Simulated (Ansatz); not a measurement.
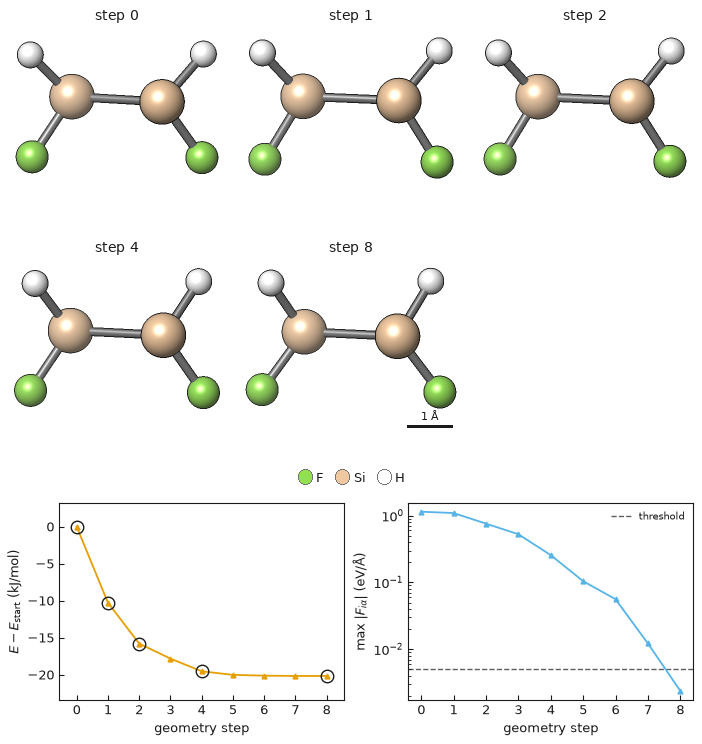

Frames of a relaxation of Si$_{2}$H$_{2}$F$_{2}$, marked on the history of the run. A ball-and-stick model, seen face on.

These are results of Ansatz, RKS PBE0-D4/def2-TZVP, not measurements.

The input:
```yaml
crystal:
  periodic: [false, false, false]
  atoms:
    - {symbol: F, position_ang: [-0.795370, 0.419660, -2.062190]}
    - {symbol: Si, position_ang: [0.421180, 0.142430, -1.018240]}
    - {symbol: Si, position_ang: [-0.247990, -0.069960, 1.085640]}
    - {symbol: F, position_ang: [-1.336640, -1.258410, 1.301040]}
    - {symbol: H, position_ang: [1.185830, 1.363580, -1.308230]}
    - {symbol: H, position_ang: [0.772990, -0.597300, 2.001980]}
basis:
  gaussian: {orbitals: def2-TZVP}
hamiltonian: {xc: pbe0, dispersion: d4}
relax: {f_tol: 0.005, max_steps: 200}
```

Run as
```bash
ansatz run in.yaml --threads 2 --pin off --events-out ev --progress --plain --max-ram 4352MiB
```

What happens along the run?

Answer. The largest move after the best rigid fit is that of H5, 0.20 Å. By element the largest moves are H 0.20 Å, F 0.17 Å, Si 0.10 Å. Near-neighbour distances that change, for instance: F1–Si2 1.627 → 1.601 Å, Si2–H5 1.470 → 1.494 Å, Si2–Si3 2.218 → 2.232 Å. Bond angles that change, for instance: F4–Si3–H6 96.9° → 106.9°, Si2–Si3–F4 113.4° → 120.7°, F1–Si2–Si3 113.5° → 120.7°. Over 8 geometry steps the energy falls by 20.2 kJ/mol. The largest force component goes from 1.1 to 0.0024 eV/Å. From step 0 to 1: F atoms move most (0.19 Å), energy −10.3 kJ/mol. From step 1 to 2: F atoms move most (0.05 Å), energy −5.53 kJ/mol. From step 2 to 4: H atoms move most (0.11 Å), energy −3.74 kJ/mol. From step 4 to 8: F atoms move most (0.06 Å), energy −0.63 kJ/mol.
